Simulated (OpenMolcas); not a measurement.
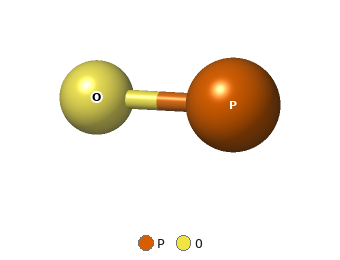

The molecule at the reference distance of 1.589 Å.

**Relativistic diatomic calculation: PO⁻ (part 1 of 2)**

- system: PO⁻.
- method: SA-CASSCF(10,7)/XMS-CASPT2 + RASSI spin-orbit (X2C scalar, AMFI), ANO-RCC-VTZP (OpenMolcas)

## The input
```
&GATEWAY
Coord
2
angstrom
P 0.0 0.0 0.0
O 0.0 0.0 1.5890
Basis=ANO-RCC-VTZP
Group=XY
RX2C
AMFI
ANGMom
0.0 0.0 0.0
RICD
&SEWARD
&GUESSORB
&RASSCF
FileOrb=$CurrDir/o31.orb
Symmetry=1
Spin=3
nActEl=10 0 0
Inactive=5 2
RAS2=3 4
CIRoot=5 5 1
Linear
Iterations=120 100
OrbListing=Nothing
PRWF=0.15
>>COPY $Project.RasOrb $CurrDir/o31.orb
>>COPY $Project.rasscf.h5 $CurrDir/r31.h5
&CASPT2
XMultistate=all
Imaginary=0.2
IPEA=0.25
MaxIter=40
>>COPY $Project.JobMix JOB001
&RASSCF
FileOrb=$CurrDir/o11.orb
Symmetry=1
Spin=1
nActEl=10 0 0
Inactive=5 2
RAS2=3 4
CIRoot=4 4 1
Linear
Iterations=120 100
OrbListing=Nothing
PRWF=0.15
>>COPY $Project.RasOrb $CurrDir/o11.orb
>>COPY $Project.rasscf.h5 $CurrDir/r11.h5
&CASPT2
XMultistate=all
Imaginary=0.2
IPEA=0.25
MaxIter=40
>>COPY $Project.JobMix JOB002
&RASSCF
CIOnly
FileOrb=$CurrDir/ref.orb
Symmetry=2
Spin=3
nActEl=10 0 0
Inactive=5 2
RAS2=3 4
CIRoot=4 4 1
Linear
Iterations=120 100
OrbListing=Nothing
PRWF=0.15
>>COPY $Project.RasOrb $CurrDir/o32.orb
>>COPY $Project.rasscf.h5 $CurrDir/r32.h5
&CASPT2
XMultistate=all
Imaginary=0.2
IPEA=0.25
MaxIter=40
>>COPY $Project.JobMix JOB003
&RASSCF
CIOnly
FileOrb=$CurrDir/ref.orb
Symmetry=2
Spin=1
nActEl=10 0 0
Inactive=5 2
RAS2=3 4
CIRoot=2 2 1
Linear
Iterations=120 100
OrbListing=Nothing
PRWF=0.15
>>COPY $Project.RasOrb $CurrDir/o12.orb
>>COPY $Project.rasscf.h5 $CurrDir/r12.h5
&CASPT2
XMultistate=all
Imaginary=0.2
IPEA=0.25
MaxIter=40
>>COPY $Project.JobMix JOB004
&RASSCF
CIOnly
FileOrb=$CurrDir/ref.orb
Symmetry=2
Spin=5
nActEl=10 0 0
Inactive=5 2
RAS2=3 4
CIRoot=2 2 1
Linear
Iterations=120 100
OrbListing=Nothing
PRWF=0.15
>>COPY $Project.RasOrb $CurrDir/o52.orb
>>COPY $Project.rasscf.h5 $CurrDir/r52.h5
&CASPT2
XMultistate=all
Imaginary=0.2
IPEA=0.25
MaxIter=40
>>COPY $Project.JobMix JOB005
&RASSI
Nr of JobIphs=5 5 4 4 2 2
1 2 3 4 5
1 2 3 4
1 2 3 4
1 2
1 2
SpinOrbit
EJob
Omega
MEES
MESO
Properties=4
'AngMom' 3 'Mltpl  1' 1 'Mltpl  1' 2 'Mltpl  1' 3
Thrs=1.0d-4
>>COPY $Project.rassi.h5 $CurrDir/so.h5
```

The first orbital files come from an earlier step.

Hardware: 1 thread of Intel Xeon @ 2.50GHz (Skylake/Cascade Lake), 192 GiB of memory available, shared host.

Run as:
```bash
pymolcas m.inp (one call a module block, same work directory)
```

## Log (extracts)
```
++    Wave function specifications:
      Number of closed shell electrons          14
      Number of electrons in active shells      10
      Number of inactive orbitals                7
      Number of active orbitals                  7
      Number of secondary orbitals              50
      Spin quantum number                      1.0
      State symmetry                             1
++    Orbital specifications:
      Symmetry species                           1   2
                                                 a   b
      Frozen orbitals                            0   0
      Inactive orbitals                          5   2
      Active orbitals                            3   4
      RAS2 orbitals                              3   4
      Secondary orbitals                        26  24
      Number of basis functions                 34  30
      printout of CI-coefficients larger than  0.15 for root  1
      energy=    -416.546850
      conf/sym  111 2222     Coeff  Weight
            31  022 22uu  -0.90036 0.81065
            33  022 2uu2  -0.27197 0.07397
            76  022 u22u   0.27197 0.07397
      printout of CI-coefficients larger than  0.15 for root  2
      energy=    -416.400862
      conf/sym  111 2222     Coeff  Weight
            32  022 2u2u  -0.70206 0.49289
            77  022 u2u2   0.70206 0.49289
      printout of CI-coefficients larger than  0.15 for root  3
      energy=    -416.400862
      conf/sym  111 2222     Coeff  Weight
            33  022 2uu2  -0.70206 0.49289
            76  022 u22u  -0.70206 0.49289
      printout of CI-coefficients larger than  0.15 for root  4
      energy=    -416.396932
      conf/sym  111 2222     Coeff  Weight
            32  022 2u2u   0.70186 0.49260
            77  022 u2u2   0.70186 0.49260
      printout of CI-coefficients larger than  0.15 for root  5
      energy=    -416.327803
      conf/sym  111 2222     Coeff  Weight
            22  u2d 22uu  -0.26760 0.07161
            31  022 22uu   0.34552 0.11939
            33  022 2uu2  -0.62843 0.39492
            76  022 u22u   0.62843 0.39492
      Natural orbitals and occupation numbers for root  1
      sym 1:   0.039616   1.997849   1.963677
      sym 2:   1.969068   1.969068   1.030361   1.030361
      Natural orbitals and occupation numbers for root  2
      sym 1:   0.020484   1.997562   1.982725
      sym 2:   1.500404   1.500404   1.499211   1.499211
      Natural orbitals and occupation numbers for root  3
      sym 1:   0.020484   1.997562   1.982725
      sym 2:   1.500404   1.500404   1.499211   1.499211
      Natural orbitals and occupation numbers for root  4
      sym 1:   0.020456   1.996915   1.982108
      sym 2:   1.500696   1.500696   1.499565   1.499565
      Natural orbitals and occupation numbers for root  5
      sym 1:   0.090267   1.995604   1.915879
      sym 2:   1.740218   1.740218   1.258907   1.258907
      RASSCF energy for state  5                   -416.32780297
::    RASSCF root number  1 Total energy:   -416.54685046
::    RASSCF root number  2 Total energy:   -416.40086233
::    RASSCF root number  3 Total energy:   -416.40086233
::    RASSCF root number  4 Total energy:   -416.39693204
::    RASSCF root number  5 Total energy:   -416.32780297
      Von Neumann Entropy (Root   1) =  1.16976
++    Wave function specifications:
      Number of closed shell electrons           2
      Number of electrons in active shells      10
      Number of inactive orbitals                1
      Number of active orbitals                  7
      Number of secondary orbitals              50
      Spin quantum number                      1.0
      State symmetry                             1
      Number of CSFs                           102
      Number of CASSCF root(s) available         5
      CASPT2 state passed to geometry opt.       5
      A file JOBMIX will be created
      This is a MULTI-STATE CASSCF reference
      Number of CI roots used                    5
      These are:                                 1   2   3   4   5
      Off-diagonal elements of Heff are computed
  FINAL CASPT2 RESULT:
      Reference energy:        -416.5468504572
      E2 (Non-variational):      -0.3468869222
      Shift correction:          -0.0038730151
      E2 (Variational):          -0.3507599373
      Total energy:            -416.8976103946
      Reference weight:           0.87921
  FINAL CASPT2 RESULT:
      Reference energy:        -416.4008623319
      E2 (Non-variational):      -0.3110093590
      Shift correction:          -0.0024020921
      E2 (Variational):          -0.3134114511
      Total energy:            -416.7142737829
      Reference weight:           0.90026
  FINAL CASPT2 RESULT:
      Reference energy:        -416.4008623319
      E2 (Non-variational):      -0.3113754251
      Shift correction:          -0.0024222118
      E2 (Variational):          -0.3137976369
      Total energy:            -416.7146599688
      Reference weight:           0.89996
  FINAL CASPT2 RESULT:
      Reference energy:        -416.3969320406
      E2 (Non-variational):      -0.3110055253
      Shift correction:          -0.0023801855
      E2 (Variational):          -0.3133857108
      Total energy:            -416.7103177514
      Reference weight:           0.90038
  FINAL CASPT2 RESULT:
      Reference energy:        -416.3278029654
      E2 (Non-variational):      -0.3452571661
      Shift correction:          -0.0059042247
      E2 (Variational):          -0.3511613907
      Total energy:            -416.6789643561
      Reference weight:           0.86853
       Total XMS-CASPT2 energies:
::    XMS-CASPT2 Root  1     Total energy:   -416.88860800
::    XMS-CASPT2 Root  2     Total energy:   -416.71465997
::    XMS-CASPT2 Root  3     Total energy:   -416.71427378
::    XMS-CASPT2 Root  4     Total energy:   -416.71031960
::    XMS-CASPT2 Root  5     Total energy:   -416.68796491
++    Wave function specifications:
      Number of closed shell electrons          14
      Number of electrons in active shells      10
      Number of inactive orbitals                7
      Number of active orbitals                  7
      Number of secondary orbitals              50
      Spin quantum number                      0.0
      State symmetry                             1
      printout of CI-coefficients larger than  0.15 for root  1
      energy=    -416.526551
      conf/sym  111 2222     Coeff  Weight
            71  022 2220  -0.42058 0.17689
            72  022 22ud  -0.76626 0.58716
            75  022 2202   0.42058 0.17689
      printout of CI-coefficients larger than  0.15 for root  2
      energy=    -416.526551
      conf/sym  111 2222     Coeff  Weight
            71  022 2220  -0.54183 0.29358
            72  022 22ud   0.59479 0.35377
            75  022 2202   0.54183 0.29358
      printout of CI-coefficients larger than  0.15 for root  3
      energy=    -416.512167
      conf/sym  111 2222     Coeff  Weight
            71  022 2220  -0.67900 0.46105
            75  022 2202  -0.67900 0.46105
      printout of CI-coefficients larger than  0.15 for root  4
      energy=    -416.404661
      conf/sym  111 2222     Coeff  Weight
            74  022 u22d  -0.70059 0.49083
            76  022 2ud2   0.70059 0.49083
      Natural orbitals and occupation numbers for root  1
      sym 1:   0.034067   1.998595   1.968237
      sym 2:   1.957278   1.957278   1.042272   1.042272
      Natural orbitals and occupation numbers for root  2
      sym 1:   0.034067   1.998595   1.968237
      sym 2:   1.957278   1.957278   1.042272   1.042272
      Natural orbitals and occupation numbers for root  3
      sym 1:   0.033388   1.987390   1.961538
      sym 2:   1.947231   1.947231   1.061611   1.061611
      Natural orbitals and occupation numbers for root  4
      sym 1:   0.022200   1.998405   1.979911
      sym 2:   1.501209   1.501209   1.498534   1.498534
      RASSCF energy for state  4                   -416.40466118
::    RASSCF root number  1 Total energy:   -416.52655144
::    RASSCF root number  2 Total energy:   -416.52655144
::    RASSCF root number  3 Total energy:   -416.51216695
::    RASSCF root number  4 Total energy:   -416.40466118
      Von Neumann Entropy (Root   1) =  1.16481
++    Wave function specifications:
      Number of closed shell electrons           2
      Number of electrons in active shells      10
      Number of inactive orbitals                1
      Number of active orbitals                  7
      Number of secondary orbitals              50
      Spin quantum number                      0.0
      State symmetry                             1
      Number of CSFs                           104
      Number of CASSCF root(s) available         4
      CASPT2 state passed to geometry opt.       4
      A file JOBMIX will be created
      This is a MULTI-STATE CASSCF reference
      Number of CI roots used                    4
      These are:                                 1   2   3   4
      Off-diagonal elements of Heff are computed
  FINAL CASPT2 RESULT:
      Reference energy:        -416.5265514381
      E2 (Non-variational):      -0.3326959004
      Shift correction:          -0.0031403311
      E2 (Variational):          -0.3358362315
      Total energy:            -416.8623876696
      Reference weight:           0.88725
  FINAL CASPT2 RESULT:
      Reference energy:        -416.5265514381
      E2 (Non-variational):      -0.3328637408
      Shift correction:          -0.0031716141
      E2 (Variational):          -0.3360353549
      Total energy:            -416.8625867930
      Reference weight:           0.88700
  FINAL CASPT2 RESULT:
      Reference energy:        -416.5121669458
      E2 (Non-variational):      -0.3291986721
      Shift correction:          -0.0031142398
      E2 (Variational):          -0.3323129118
      Total energy:            -416.8444798577
      Reference weight:           0.88946
  FINAL CASPT2 RESULT:
      Reference energy:        -416.4046611808
      E2 (Non-variational):      -0.3185510245
      Shift correction:          -0.0029300142
      E2 (Variational):          -0.3214810387
      Total energy:            -416.7261422195
      Reference weight:           0.89133
       Total XMS-CASPT2 energies:
::    XMS-CASPT2 Root  1     Total energy:   -416.86260064
::    XMS-CASPT2 Root  2     Total energy:   -416.86237382
::    XMS-CASPT2 Root  3     Total energy:   -416.84447986
::    XMS-CASPT2 Root  4     Total energy:   -416.72614222
++    Wave function specifications:
      Number of closed shell electrons          14
      Number of electrons in active shells      10
      Number of inactive orbitals                7
      Number of active orbitals                  7
      Number of secondary orbitals              50
      Spin quantum number                      1.0
      State symmetry                             2
      printout of CI-coefficients larger than  0.15 for root  1
      energy=    -416.321552
      conf/sym  111 2222     Coeff  Weight
            85  02u 222u  -0.89512 0.80125
            94  0u2 222u  -0.33046 0.10920
            96  0u2 2u22   0.16963 0.02877
      printout of CI-coefficients larger than  0.15 for root  2
      energy=    -416.321552
      conf/sym  111 2222     Coeff  Weight
            86  02u 22u2   0.89512 0.80125
            95  0u2 22u2   0.33046 0.10920
           107  0u2 u222  -0.16963 0.02877
      printout of CI-coefficients larger than  0.15 for root  3
      energy=    -416.168577
      conf/sym  111 2222     Coeff  Weight
            19  u22 22u0   0.75432 0.56900
            22  u22 2duu  -0.28174 0.07938
            23  u22 2udu  -0.19873 0.03949
            25  u22 2uud   0.40871 0.16704
            55  u22 u220  -0.31005 0.09613
      printout of CI-coefficients larger than  0.15 for root  4
      energy=    -416.168577
      conf/sym  111 2222     Coeff  Weight
            21  u22 220u   0.75432 0.56900
            26  u22 2u02   0.31005 0.09613
            34  u22 d2uu  -0.28174 0.07938
            56  u22 u2du  -0.45158 0.20392
      Natural orbitals and occupation numbers for root  1
      sym 1:   0.030363   1.965699   1.013724
      sym 2:   1.998535   1.976816   1.994466   1.020397
      Natural orbitals and occupation numbers for root  2
      sym 1:   0.030363   1.965699   1.013724
      sym 2:   1.976816   1.998535   1.020397   1.994466
      Natural orbitals and occupation numbers for root  3
      sym 1:   1.010858   1.994299   1.980197
      sym 2:   1.949957   1.844461   1.049261   0.170967
      Natural orbitals and occupation numbers for root  4
      sym 1:   1.010858   1.994299   1.980197
      sym 2:   1.844461   1.949957   0.170967   1.049261
      RASSCF energy for state  4                   -416.16857704
::    RASSCF root number  1 Total energy:   -416.32155177
::    RASSCF root number  2 Total energy:   -416.32155177
::    RASSCF root number  3 Total energy:   -416.16857704
::    RASSCF root number  4 Total energy:   -416.16857704
      Von Neumann Entropy (Root   1) =  1.13015
++    Wave function specifications:
      Number of closed shell electrons           2
      Number of electrons in active shells      10
      Number of inactive orbitals                1
      Number of active orbitals                  7
      Number of secondary orbitals              50
      Spin quantum number                      1.0
      State symmetry                             2
      Number of CSFs                           108
      Number of CASSCF root(s) available         4
      CASPT2 state passed to geometry opt.       4
      A file JOBMIX will be created
      This is a MULTI-STATE CASSCF reference
      Number of CI roots used                    4
      These are:                                 1   2   3   4
      Off-diagonal elements of Heff are computed
  FINAL CASPT2 RESULT:
      Reference energy:        -416.3215516420
      E2 (Non-variational):      -0.3767230298
      Shift correction:          -0.0074564931
      E2 (Variational):          -0.3841795229
      Total energy:            -416.7057311649
      Reference weight:           0.84136
  FINAL CASPT2 RESULT:
      Reference energy:        -416.3215516420
      E2 (Non-variational):      -0.3767230305
      Shift correction:          -0.0074564933
      E2 (Variational):          -0.3841795238
      Total energy:            -416.7057311657
      Reference weight:           0.84136
  FINAL CASPT2 RESULT:
      Reference energy:        -416.1685769219
      E2 (Non-variational):      -0.4841443781
      Shift correction:          -0.0339687712
      E2 (Variational):          -0.5181131493
      Total energy:            -416.6866900712
      Reference weight:           0.71138
  FINAL CASPT2 RESULT:
      Reference energy:        -416.1685769217
      E2 (Non-variational):      -0.4841443780
      Shift correction:          -0.0339687712
      E2 (Variational):          -0.5181131492
      Total energy:            -416.6866900709
      Reference weight:           0.71138
       Total XMS-CASPT2 energies:
::    XMS-CASPT2 Root  1     Total energy:   -416.70573948
::    XMS-CASPT2 Root  2     Total energy:   -416.70573948
::    XMS-CASPT2 Root  3     Total energy:   -416.68668175
::    XMS-CASPT2 Root  4     Total energy:   -416.68668175
++    Wave function specifications:
      Number of closed shell electrons          14
      Number of electrons in active shells      10
      Number of inactive orbitals                7
      Number of active orbitals                  7
      Number of secondary orbitals              50
      Spin quantum number                      0.0
      State symmetry                             2
      printout of CI-coefficients larger than  0.15 for root  1
      energy=    -416.275945
      conf/sym  111 2222     Coeff  Weight
            77  02u 222d  -0.95479 0.91163
      printout of CI-coefficients larger than  0SPIN-FREE ENERGIES:
  (Shifted by EMIN (a.u.) =       -416.8886079989)
 SF State       Relative EMIN(au)   Rel lowest level(eV)    D:o, cm**(-1)      Abs_M
     1             0.0000000000        0.0000000000              0.0000         0.0
     6             0.0260073539        0.7076961523           5707.9544         2.0
     7             0.0262341813        0.7138684396           5757.7373         2.0
     8             0.0441281395        1.2007878494           9685.0072         0.0
     9             0.1624657810        4.4209191196          35657.1174         0.0
     2             0.1739480268        4.7333669429          38177.1790         2.0
     3             0.1743342193        4.7438757777          38261.9385         2.0
     4             0.1782884015        4.8514745561          39129.7812         0.0
    10             0.1828685161        4.9761058231          40135.0002         1.0
    11             0.1828685169        4.9761058459          40135.0003         1.0
     5             0.2006430931        5.4597767045          44036.0689         0.0
    12             0.2019262446        5.4946930342          44317.6881         1.0
    13             0.2019262452        5.4946930515          44317.6882         1.0
    14             0.2342802189        6.3750895270          51418.5647         1.0
    15             0.2342802189        6.3750895270          51418.5647         1.0
    16             0.3409134635        9.2767279324          74821.8567         1.0
    17             0.3409134995        9.2767289111          74821.8646         1.0
```

(Continued in part 2.) Outcome of the run: converged; components of a degenerate state are split by 85 cm⁻¹; whether the anion is bound against detachment isn't tested.
